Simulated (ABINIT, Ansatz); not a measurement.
# KRb2BiF6 (Fm-3m): one start, several treatments of the self-energy

How much does the gap of KRb2BiF6 (Fm-3m) depend on the approximation to the self-energy?

Method: LDA and many-body steps on it, plane waves, in ABINIT 10.8.3.

## Step 1: Starting point

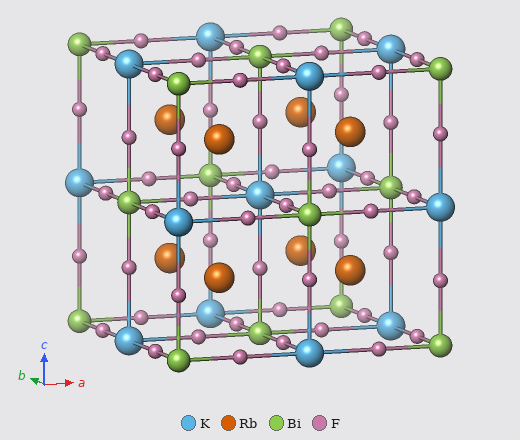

The cell as given, slightly off an axis (potassium blue, rubidium orange, bismuth green, fluorine pink). This picture shows the conventional cell, with its axes. Some periodic images of atoms are drawn too.

The cell and positions come from the Crystallography Open Database and are kept as given unless a step says otherwise. Spin-orbit coupling is left out unless a step names it.

## Step 2: Empty states on the mesh, 2×2×2 mesh, 562 bands

This step: ABINIT 10.8.3; DFT, LDA, plane waves, norm-conserving pseudopotentials.

The sums over transitions need many empty states on a uniform mesh; this step solves for them.

Input file run.abi:

```
acell 3*1.0 Angstrom
rprim 
  -0.000000000000 4.684500000000 4.684500000000
  4.684500000000 -0.000000000000 4.684500000000
  4.684500000000 4.684500000000 -0.000000000000
ntypat 4
znucl 19 37 83 9
natom 10
typat 1 2 2 3 4 4 4 4 4 4
xred 
  0.500000000000 0.500000000000 0.500000000000
  0.250000000000 0.250000000000 0.250000000000
  0.750000000000 0.750000000000 0.750000000000
  -0.000000000000 0.000000000000 -0.000000000000
  0.765000000000 0.235000000000 0.235000000000
  0.235000000000 0.765000000000 0.235000000000
  0.235000000000 0.765000000000 0.765000000000
  0.765000000000 0.235000000000 0.765000000000
  0.235000000000 0.235000000000 0.765000000000
  0.765000000000 0.765000000000 0.235000000000
pp_dirpath "pseudos"
pseudos "K.upf, Rb.upf, Bi.upf, F.upf"
ecut 36
ngkpt 2 2 2
nshiftk 1
shiftk 0 0 0
kptopt 1
chksymbreak 0
iscf -2
irdden 1
istwfk *1
nband 562
nbdbuf 50
tolwfr 1e-09
nstep 60
prtvol 0
indata_prefix "in"
outdata_prefix "out"
tmpdata_prefix "tmp"
```

Started as:

```console
$ OMP_NUM_THREADS=1 mpirun -n 8 abinit run.abi > log
```

Numbers of over 12 decimals in the logs are rounded to 6 here.

Output:

```text
.Version 10.8.3 of ABINIT. v10.8.2 released Aug 2026.

 Symmetries : space group Fm -3 m (#225); Bravais cF (face-center cubic)
[... echo of the input left out ...]
== DATASET  1 ==================================================================
-   mpi_nproc: 8, omp_nthreads: 1 (-1 if OMP is not activated)
-    --> not optimal distribution: autoparal keyword recommended in input file <--

--- !DatasetInfo
iteration_state: {dtset: 1, }
dimensions: {natom: 10, nkpt: 3, mband: 562, nsppol: 1, nspinor: 1, nspden: 1, mpw: 14344, }
cutoff_energies: {ecut:  36.0, pawecutdg:  -1.0, }
[...]
3.65447    3.65448    3.65448    3.67773    3.67777    3.68591    3.68593    3.68593
   3.68594    3.68596    3.72279    3.77095    3.77333    3.77579    3.78020    3.78626
   3.78909    3.79786
 prteigrs : prtvol=0 or 1, do not print more k-points.

== END DATASET(S) ==============================================================
================================================================================

 -outvars: echo values of variables after computation  --------
            nband         562
             nkpt           3
          spgroup         225
 [... the other variables as echoed above ...]

 Calculation completed.
```

It took 33 min on 8 MPI ranks of Arm Neoverse N1, shared host; peak memory 1.4 GiB.

Numbers from this step:

- gap: 4.376 eV
- k of the valence top: 0.5, 0, 0
- k of the conduction bottom: 0, 0, 0
- least direct gap: 4.591 eV
- k points computed: 3
- lowest point of the top converged band, above the valence top: 93.9266 eV

On this mesh the gap is 4.376 eV.

The density comes from a self-consistent run that is not shown.

## Step 3: Screening, 2×2×2 mesh, 236 bands, screening to 141.5 eV

The RPA dielectric matrix is built and inverted for each q.

This step: RPA screening on LDA, plane waves, norm-conserving pseudopotentials.

Edit run.abi of step 2 so:

```diff
@@ -28,10 +28,11 @@
 chksymbreak 0
-iscf -2
-irdden 1
 istwfk *1
-nband 562
-nbdbuf 50
-tolwfr 1e-09
-nstep 60
-prtvol 0
+occopt 1
+irdwfk 1
+optdriver 3
+nband 236
+ecuteps 5.2
+inclvkb 2
+awtr 1
+symchi 1
 indata_prefix "in"
```

Output:

```text
.Version 10.8.3 of ABINIT. v10.8.2 released Aug 2026.

 Symmetries : space group Fm -3 m (#225); Bravais cF (face-center cubic)
[... echo of the input left out ...]
== DATASET  1 ==================================================================
-   mpi_nproc: 8, omp_nthreads: 1 (-1 if OMP is not activated)

--- !DatasetInfo
iteration_state: {dtset: 1, }
dimensions: {natom: 10, nkpt: 3, mband: 236, nsppol: 1, nspinor: 1, nspden: 1, mpw: 14344, }
cutoff_energies: {ecut:  36.0, pawecutdg:  -1.0, }
electrons: {nelect:   9.20000000E+01, charge:   0.00000000E+00, occopt:   1.00000000E+00, tsmear:   1.00000000E-02, }

 SCREENING: Calculation of the susceptibility and dielectric matrices

 Based on a program developped by R.W. Godby, V. Olevano, G. Onida, and L. Reining.
 Incorporated in ABINIT by V. Olevano, G.-M. Rignanese, and M. Torrent.
.Using double precision arithmetic ; gwpc =  8

[... cell and pseudopotentials left out ...]
--------------------------------------------------------------------------------

 ==== K-mesh for the wavefunctions ====
 Number of points in the irreducible wedge :     3
[... list of points left out ...]
 Together with 48 symmetry operations and time-reversal symmetry
 yields     8 points in the full Brillouin Zone.

 ==== Q-mesh for the screening function ====
 Number of points in the irreducible wedge :     3
[... list of points left out ...]
 Together with 48 symmetry operations and time-reversal symmetry
 yields     8 points in the full Brillouin Zone.

 setmesh: FFT mesh size selected  =    48x   48x   48
          total number of points  =       110592

 vcoul_init : cutoff-mode = AUXILIARY_FUNCTION
 q-points for optical limit:   1
     1)      0.000010    0.000020    0.000030

- screening: taking advantage of time-reversal symmetry
- Maximum band index for partially occupied states nbvw = 46
- Remaining bands to be divided among processors   nbcw = 190
- Number of bands treated by each node ~23

 Number of electrons calculated from density =   92.0000; Expected =   92.0000
 average of density, n =  0.066309
 r_s =    1.5327
 omega_plasma =   24.8394 [eV]

 calculating chi0 at frequencies [eV] :
  1    0.000000E+00    0.000000E+00
  2    0.000000E+00    2.483941E+01

--------------------------------------------------------------------------------
  q-point number  1        q = ( 0.000000, 0.000000, 0.000000) [r.l.u.]
--------------------------------------------------------------------------------
[... chi0 elements left out ...]
 For q-point:  0.000010 0.000020 0.000030
  dielectric constant =   2.2111
  dielectric constant without local fields =   2.5834

  Average fulfillment of the sum rule on Im[epsilon] for q-point    1 :     54.31  [%]
[... wings left out ...]
  q-point number  2        q = ( 0.500000, 0.000000, 0.000000) [r.l.u.]
--------------------------------------------------------------------------------
[... chi0 elements left out ...]
  Average fulfillment of the sum rule on Im[epsilon] for q-point    2 :     59.04  [%]

 [... 1 further q-points ...]
```

Elapsed: 5.4 min, on 8 MPI ranks; peak memory 5.6 GiB.

This step gave:

```yaml
eps_infinity_with_local_fields_on_this_mesh_along_the_program_s_q_direction: 2.211
the_same_without_local_fields: 2.583
plasma_frequency: 24.84 eV
plane_waves_in_the_screening_matrix: 749
```

Local fields lower ε∞ by 14 %. On a Γ-centred mesh this coarse the value itself is usually too large, while a short band sum pulls it down.

## Step 4: G0W0, Godby-Needs plasmon pole

The self-energy is evaluated for the states that the input lists, and the levels follow from it, in one-shot runs by the linearised quasiparticle equation.

This step: G0W0 on LDA, plane waves, norm-conserving pseudopotentials.

Edit run.abi of step 3 so:

```diff
@@ -31,8 +31,17 @@
 irdwfk 1
-optdriver 3
+optdriver 4
 nband 236
+gwcalctyp 0
+ecutsigx 36
+symsigma 1
+nkptgw 2
+kptgw 
+  0.5000000000 0.0000000000 0.0000000000
+  0.0000000000 0.0000000000 0.0000000000
+bdgw 
+  45 49
+  43 50
 ecuteps 5.2
-inclvkb 2
-awtr 1
-symchi 1
+irdscr 1
+ppmodel 1
 indata_prefix "in"
```

Output:

```text
.Version 10.8.3 of ABINIT. v10.8.2 released Aug 2026.

 Symmetries : space group Fm -3 m (#225); Bravais cF (face-center cubic)
[... echo of the input left out ...]
== DATASET  1 ==================================================================
-   mpi_nproc: 8, omp_nthreads: 1 (-1 if OMP is not activated)

--- !DatasetInfo
iteration_state: {dtset: 1, }
dimensions: {natom: 10, nkpt: 3, mband: 236, nsppol: 1, nspinor: 1, nspden: 1, mpw: 14344, }
cutoff_energies: {ecut:  36.0, pawecutdg:  -1.0, }
electrons: {nelect:   9.20000000E+01, charge:   0.00000000E+00, occopt:   1.00000000E+00, tsmear:   1.00000000E-02, }

 SIGMA: Calculation of the GW corrections

 Based on a program developped by R.W. Godby, V. Olevano, G. Onida, and L. Reining.
 Incorporated in ABINIT by V. Olevano, G.-M. Rignanese, and M. Torrent.
.Using double precision arithmetic ; gwpc =  8

[... cell and pseudopotentials left out ...]
--------------------------------------------------------------------------------

 ==== K-mesh for the wavefunctions ====
 Number of points in the irreducible wedge :     3
[... list of points left out ...]
 Together with 48 symmetry operations and time-reversal symmetry
 yields     8 points in the full Brillouin Zone.

 ==== Q-mesh for screening function ====
 Number of points in the irreducible wedge :     3
[... list of points left out ...]
 Together with 48 symmetry operations and time-reversal symmetry
 yields     8 points in the full Brillouin Zone.

 vcoul_init : cutoff-mode = AUXILIARY_FUNCTION
 q-points for optical limit:   1
     1)      0.000010    0.000020    0.000030
 setmesh: FFT mesh size selected  =    72x   72x   72
          total number of points  =       373248

 Number of electrons calculated from density =   92.0000; Expected =   92.0000
 average of density, n =  0.066309
 r_s =    1.5327
 omega_plasma =   24.8394 [eV]

 === KS Band Gaps ===
  >>>> For spin  1
   Minimum direct gap =   4.5911 [eV], located at k-point      :   0.5000  0.0000  0.0000
   Fundamental gap    =   4.3761 [eV], Top of valence bands at :   0.5000  0.0000  0.0000
                                       Bottom of conduction at :   0.0000  0.0000  0.0000
 SIGMA fundamental parameters:
 PLASMON POLE MODEL  1
 number of plane-waves for SigmaX                14331
 number of plane-waves for SigmaC and W            749
 number of plane-waves for wavefunctions         14331
 number of bands                                   236
 number of independent spin polarizations            1
 number of spinorial components                      1
 number of k-points in IBZ                           3
 number of q-points in IBZ                           3
 number of symmetry operations                      48
 number of k-points in BZ                            8
 number of q-points in BZ                            8
 number of frequencies for dSigma/dE                 9
 frequency step for dSigma/dE [eV]                0.25
 number of omega for Sigma on real axis              0
 max omega for Sigma on real axis  [eV]           0.00
 zcut for avoiding poles [eV]                     0.10

 EPSILON^-1 parameters (SCR file):
 dimension of the eps^-1 matrix on file            749
 dimension of the eps^-1 matrix used               749
 number of plane-waves for wavefunctions         14331
 number of bands                                   236
 number of q-points in IBZ                           3
 number of frequencies                               2
 number of real frequencies                          1
 number of imag frequencies                          1

 matrix elements of self-energy operator (all in [eV])

 Perturbative Calculation

--- !SelfEnergy_ee
iteration_state: {dtset: 1, }
kpoint     : [   0.500,    0.000,    0.000, ]
spin       : 1
KS_gap     :    4.591
QP_gap     :    7.395
Delta_QP_KS:    2.804
data: !SigmaeeData |
     Band     E0 <VxcDFT>   SigX SigC(E0)      Z dSigC/dE  Sig(E)    E-E0       E
       45  -1.465 -21.669 -29.057   5.441   0.786  -0.273 -23.198  -1.529  -2.995
       46   0.959 -22.079 -26.483   3.390   0.818  -0.222 -22.909  -0.830   0.130
       47   5.550 -11.877  -7.411  -2.211   0.875  -0.142  -9.902   1.974   7.524
       48   6.455 -14.195  -9.455  -2.056   0.865  -0.156 -11.874   2.321   8.776
       49   6.455 -14.195  -9.455  -2.056   0.865  -0.156 -11.874   2.321   8.776

--- !SelfEnergy_ee
iteration_state: {dtset: 1, }
kpoint     : [   0.000,    0.000,    0.000, ]
spin       : 1
KS_gap     :    4.885
QP_gap     :    7.471
Delta_QP_KS:    2.586
data: !SigmaeeData |
     Band     E0 <VxcDFT>   SigX SigC(E0)      Z dSigC/dE  Sig(E)    E-E0       E
       43  -1.366 -21.904 -29.292   5.467   0.785  -0.273 -23.413  -1.509  -2.875
[...]
48   6.188 -13.061  -8.374  -2.155   0.871  -0.148 -10.856   2.205   8.393
       49   6.188 -13.061  -8.374  -2.155   0.871  -0.148 -10.856   2.205   8.393
       50   6.188 -13.061  -8.374  -2.155   0.871  -0.148 -10.856   2.205   8.393

== END DATASET(S) ==============================================================
================================================================================

 -outvars: echo values of variables after computation  --------
           etotal      0.0000000000E+00
            nband         236
             nkpt           3
          spgroup         225
 [... the other variables as echoed above ...]

 Calculation completed.
```

Wall time 2 min (8 MPI ranks); peak memory 4.7 GiB; 15 min of CPU time.

Numbers from this step:

```
G0W0 gap on the points computed              : 6.926 eV
starting gap on the mesh                     : 4.376 eV
k of the valence top                         : 0.5, 0, 0
k of the conduction bottom                   : 0, 0, 0
Z at the valence top                         : 0.818
Z at the conduction bottom                   : 0.89
least direct G0W0 gap on the computed points : 7.394 eV
```

The gap on the mesh goes from 4.38 eV to 6.93 eV, a correction of +2.55 eV.

## Step 5: G0W0, von der Linden-Horsch plasmon pole

Edit run.abi of step 4 so:

```diff
@@ -45,3 +45,3 @@
 irdscr 1
-ppmodel 1
+ppmodel 3
 indata_prefix "in"
```

Output:

```text
.Version 10.8.3 of ABINIT. v10.8.2 released Aug 2026.

 Symmetries : space group Fm -3 m (#225); Bravais cF (face-center cubic)
[... echo of the input left out ...]
== DATASET  1 ==================================================================
-   mpi_nproc: 8, omp_nthreads: 1 (-1 if OMP is not activated)

--- !DatasetInfo
iteration_state: {dtset: 1, }
dimensions: {natom: 10, nkpt: 3, mband: 236, nsppol: 1, nspinor: 1, nspden: 1, mpw: 14344, }
cutoff_energies: {ecut:  36.0, pawecutdg:  -1.0, }
electrons: {nelect:   9.20000000E+01, charge:   0.00000000E+00, occopt:   1.00000000E+00, tsmear:   1.00000000E-02, }

 SIGMA: Calculation of the GW corrections

 Based on a program developped by R.W. Godby, V. Olevano, G. Onida, and L. Reining.
 Incorporated in ABINIT by V. Olevano, G.-M. Rignanese, and M. Torrent.
.Using double precision arithmetic ; gwpc =  8

[... cell and pseudopotentials left out ...]
--------------------------------------------------------------------------------

 ==== K-mesh for the wavefunctions ====
 Number of points in the irreducible wedge :     3
[... list of points left out ...]
 Together with 48 symmetry operations and time-reversal symmetry
 yields     8 points in the full Brillouin Zone.

 ==== Q-mesh for screening function ====
 Number of points in the irreducible wedge :     3
[... list of points left out ...]
 Together with 48 symmetry operations and time-reversal symmetry
 yields     8 points in the full Brillouin Zone.

 vcoul_init : cutoff-mode = AUXILIARY_FUNCTION
 q-points for optical limit:   1
     1)      0.000010    0.000020    0.000030
 setmesh: FFT mesh size selected  =    72x   72x   72
          total number of points  =       373248

 Number of electrons calculated from density =   92.0000; Expected =   92.0000
[...]
number of omega for Sigma on real axis              0
 max omega for Sigma on real axis  [eV]           0.00
 zcut for avoiding poles [eV]                     0.10

 EPSILON^-1 parameters (SCR file):
 dimension of the eps^-1 matrix on file            749
 dimension of the eps^-1 matrix used               749
 number of plane-waves for wavefunctions         14331
 number of bands                                   236
 number of q-points in IBZ                           3
 number of frequencies                               2
 number of real frequencies                          1
 number of imag frequencies                          1

 matrix elements of self-energy operator (all in [eV])

 Perturbative Calculation

--- !SelfEnergy_ee
iteration_state: {dtset: 1, }
kpoint     : [   0.500,    0.000,    0.000, ]
spin       : 1
KS_gap     :    4.591
QP_gap     :    7.476
Delta_QP_KS:    2.885
data: !SigmaeeData |
     Band     E0 <VxcDFT>   SigX SigC(E0)      Z dSigC/dE  Sig(E)    E-E0       E
       45  -1.465 -21.669 -29.057   5.289   0.890  -0.124 -23.537  -1.868  -3.333
       46   0.959 -22.079 -26.483   3.368   0.897  -0.115 -23.008  -0.929   0.030
       47   5.550 -11.877  -7.411  -2.371   0.934  -0.071  -9.920   1.956   7.507
[...]
--- !SelfEnergy_ee
iteration_state: {dtset: 1, }
kpoint     : [   0.000,    0.000,    0.000, ]
spin       : 1
KS_gap     :    4.885
QP_gap     :    7.522
Delta_QP_KS:    2.638
data: !SigmaeeData |
     Band     E0 <VxcDFT>   SigX SigC(E0)      Z dSigC/dE  Sig(E)    E-E0       E
[...]
49   6.188 -13.061  -8.374  -2.297   0.931  -0.075 -10.838   2.224   8.412
       50   6.188 -13.061  -8.374  -2.297   0.931  -0.075 -10.838   2.224   8.412

== END DATASET(S) ==============================================================
================================================================================

 -outvars: echo values of variables after computation  --------
           etotal      0.0000000000E+00
            nband         236
             nkpt           3
          spgroup         225
 [... the other variables as echoed above ...]

 Calculation completed.
```

Wall time 71 s (8 MPI ranks); peak memory 4.1 GiB; 9.4 min of CPU time.

Numbers from this step:

```
G0W0 gap on the points computed              : 6.923 eV
starting gap on the mesh                     : 4.376 eV
k of the valence top                         : 0.5, 0, 0
k of the conduction bottom                   : 0, 0, 0
Z at the valence top                         : 0.897
Z at the conduction bottom                   : 0.944
least direct G0W0 gap on the computed points : 7.477 eV
```

Against G0W0 in ABINIT (2×2×2 mesh, 236 bands, screening to 141.5 eV, Godby-Needs plasmon pole), the gap moves by −0.003 eV.

## Step 6: G0W0, Engel-Farid plasmon pole

Edit run.abi of step 5 so:

```diff
@@ -45,3 +45,3 @@
 irdscr 1
-ppmodel 3
+ppmodel 4
 indata_prefix "in"
```

Output:

```text
.Version 10.8.3 of ABINIT. v10.8.2 released Aug 2026.

 Symmetries : space group Fm -3 m (#225); Bravais cF (face-center cubic)
[... echo of the input left out ...]
== DATASET  1 ==================================================================
-   mpi_nproc: 8, omp_nthreads: 1 (-1 if OMP is not activated)

--- !DatasetInfo
iteration_state: {dtset: 1, }
dimensions: {natom: 10, nkpt: 3, mband: 236, nsppol: 1, nspinor: 1, nspden: 1, mpw: 14344, }
cutoff_energies: {ecut:  36.0, pawecutdg:  -1.0, }
[...]
Band     E0 <VxcDFT>   SigX SigC(E0)      Z dSigC/dE  Sig(E)    E-E0       E
[...]
49   6.188 -13.061  -8.374  -2.199   0.883  -0.133 -10.864   2.197   8.385
       50   6.188 -13.061  -8.374  -2.199   0.883  -0.133 -10.864   2.197   8.385

== END DATASET(S) ==============================================================
================================================================================

 -outvars: echo values of variables after computation  --------
           etotal      0.0000000000E+00
            nband         236
             nkpt           3
          spgroup         225
 [... the other variables as echoed above ...]

 Calculation completed.
```

Elapsed: 65 s, on 8 MPI ranks; peak memory 4.2 GiB.

Numbers from this step:

* G0W0 gap on the points computed: 6.915 eV
* starting gap on the mesh: 4.376 eV
* k of the valence top: 0.5, 0, 0
* k of the conduction bottom: 0, 0, 0
* least direct G0W0 gap on the computed points: 7.403 eV

Against G0W0 in ABINIT (2×2×2 mesh, 236 bands, screening to 141.5 eV, Godby-Needs plasmon pole), the gap moves by −0.011 eV.

[end of part 1 of 2]

[Paths, hosts, dates, memory and timing lines, banners, echoed tables and standing remarks are left out of the program output.]

[Logs are printed without paths, hosts, clocks, repeated set-up lines and the standing remarks that a program may print on its own settings, such as how far it seeks lower states.]

[Runs of the session that timed out or met a known fault of the program may be left out.]

[Hosts, paths, dates, database ids (printed as entryN), source tags and the programs' standing remarks are cut or masked in the printed files.]

[G0W0 gaps are taken among the corrected bands and points alone; a level outside them can change the order at an edge.]

[Where Ansatz stands beside ABINIT at settings called matched, ABINIT's density can come from a denser mesh and the files from another edition; pairs whose starting gaps differed by over 0.03 eV were left out, so agreement reads better than it is.]
